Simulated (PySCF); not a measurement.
# AlF2H4Sb: the cost of one run

Programs: PySCF 2.14.0, with routines of our own; each step states its level. All values are computed. Atoms count from 0.

## 1. The starting structure

8 atoms, charge 0, multiplicity 1; geometry from: GFN2-xTB.

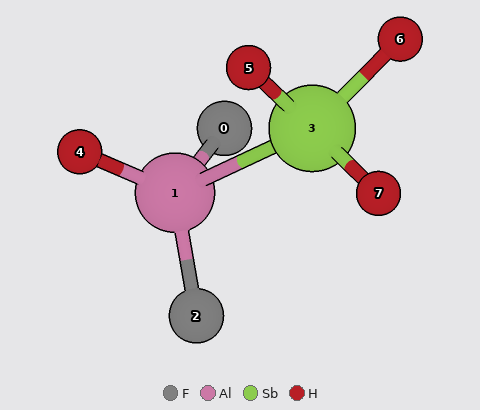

The starting geometry (fluorine grey, aluminium pink, antimony green, hydrogen red); sticks join atoms by distance alone.

## 2. Relaxing the molecule at PBE0-D3(BJ)/def2-SVP

Job settings and geometry (Å):

```
{"job": {"xc": "PBE0", "basis": "def2-SVP", "d3": "d3bj", "grid": 1, "maxiter": 30, "shake": 0.01, "kind": "geom"}, "charge": 0, "multiplicity": 1}
F     -1.842650     1.610390    -0.199680
Al    -1.646080     0.001450    -0.019810
F     -1.881460    -1.034450    -1.296990
Sb     1.130410     0.051810    -0.122800
H     -1.810540    -0.567710     1.366880
H      1.705620    -0.533210     1.317290
H      2.195960     1.324760    -0.096580
H      2.203870    -0.872180    -1.000780
```

Run with:

```
$ OMP_NUM_THREADS=1 python heavy_run.py task.json out
```

The driver reads the jobs from task.json and runs them one after another.

Q: Estimate the wall time and peak memory of this first job on 1 thread of AMD EPYC 9R14, shared host.

About 23 s, with a peak of 0.38 GiB.
